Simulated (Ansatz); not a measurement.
C₄H₆N₂Se

The calculation's input:

```
crystal:
  periodic: [false, false, false]
  atoms:
    - symbol: C
      position_ang: [0.805637, -0.617534, 0.182650]
    - symbol: C
      position_ang: [1.835973, 0.190245, -0.408288]
    - symbol: C
      position_ang: [1.748045, 0.352148, -1.764174]
    - symbol: C
      position_ang: [-0.127552, -1.110088, -0.713478]
    - symbol: "N"
      position_ang: [0.772055, -0.936175, 1.535983]
    - symbol: N
      position_ang: [-1.210405, -1.916759, -0.335400]
    - symbol: Se
      position_ang: [0.306883, -0.569764, -2.491651]
    - symbol: H
      position_ang: [1.045661, -0.173722, 2.148676]
    - symbol: H
      position_ang: [-0.132580, -1.324453, 1.797890]
    - symbol: H
      position_ang: [2.633656, 0.644008, 0.187138]
    - symbol: H
      position_ang: [2.413811, 0.937820, -2.398776]
    - symbol: H
      position_ang: [-1.093911, -2.902176, -0.574622]
    - symbol: H
      position_ang: [-2.105504, -1.601523, -0.706045]
basis:
  gaussian: {orbitals: def2-SVPD}
hamiltonian: {xc: pbe0}
output: {forces: true, orbitals: {seedname: orbitals}}
```

Run with:

```sh
ansatz run input.yaml --threads 2 --pin off --max-ram 5220MiB --events-out events.jsonl --progress --plain --runs-dir runs
```

Geometry: r2SCAN-D4/def2-SVP.

These are results of isolated molecule in a Gaussian basis; Kohn-Sham density functional theory, functional PBE0 in Ansatz, not measurements.

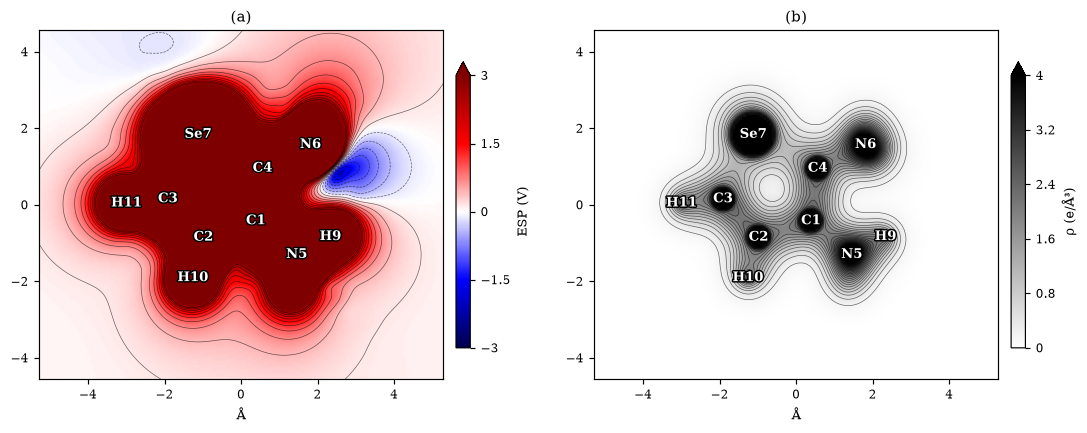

Figure 1. (a) molecular electrostatic potential; (b) total electron density on the plane of atoms N6, C4 and Se7.

Q: What does the map show?

A: Atoms in the plane: C, N, Se and H. C–C (1.37 Å): the density is about 2.1 e/Å³ at the midpoint. C–N (1.39 Å): the density is about 2.2 e/Å³ at the midpoint. C–Se (1.86 Å): ρ at the midpoint is about 1.2 e/Å³. N–H (1.02 Å): ρ at the midpoint is about 2.8 e/Å³. C–C (1.44 Å): ρ is about 1.9 e/Å³ halfway. Outside the dense part of the molecule the potential is most negative (−1.6 V) near N6.

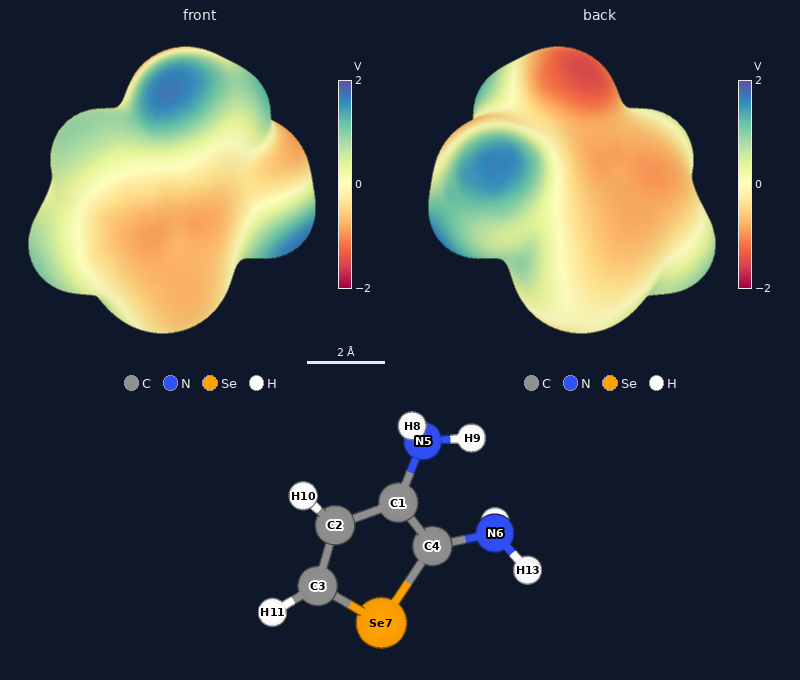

Figure 2. The molecular electrostatic potential painted on the density surface at 0.002 e/bohr³, seen from the front and from behind; the colour scale runs from red (negative) to blue (positive). The bare structure is drawn below in the same view.

Q: Describe the electrostatic potential map.

A: The most negative region (about −1.4 V) lies over N5, the most positive (about +1.7 V) over H8 and H13. N5 is the likeliest acceptor of a hydrogen bond.

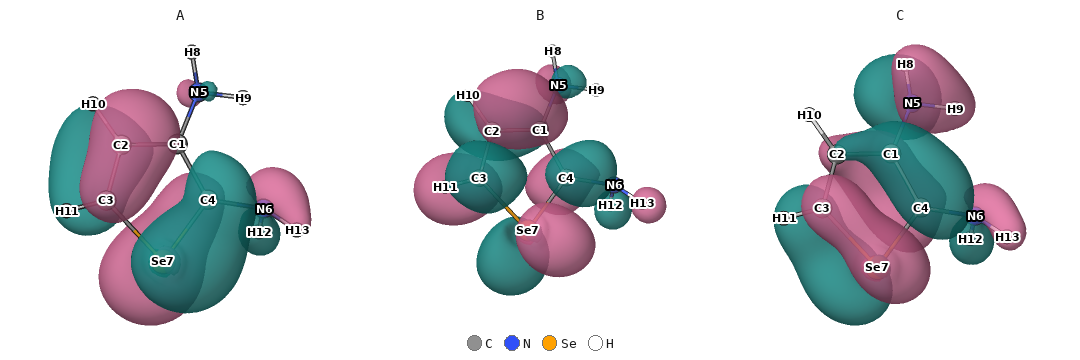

Figure 3. Three frontier orbitals at ±0.08 Å⁻³ᐟ² (teal and pink are the two phases), in no order.

Q: Which picture is the HOMO−1, the HOMO and the LUMO?

A: A is the HOMO−1 (−6.52 eV). It lies mainly on Se7 (about 35 %), C2 (about 25 %), C3 (about 15 %) and C4 (about 10 %). C is the HOMO (−5.65 eV). By Hirshfeld shares it lies mainly on N5 (about 20 %), C4 (about 20 %), Se7 (about 20 %), C1 (about 15 %) and C3 (about 10 %). B is the LUMO (−0.42 eV). Its weight (Hirshfeld) is mainly on C3 (about 25 %), Se7 (about 20 %), C2 (about 15 %), C4 (about 15 %) and C1 (about 10 %).

Q: What is the HOMO–LUMO gap?

A: 5.23 eV between the orbital energies.
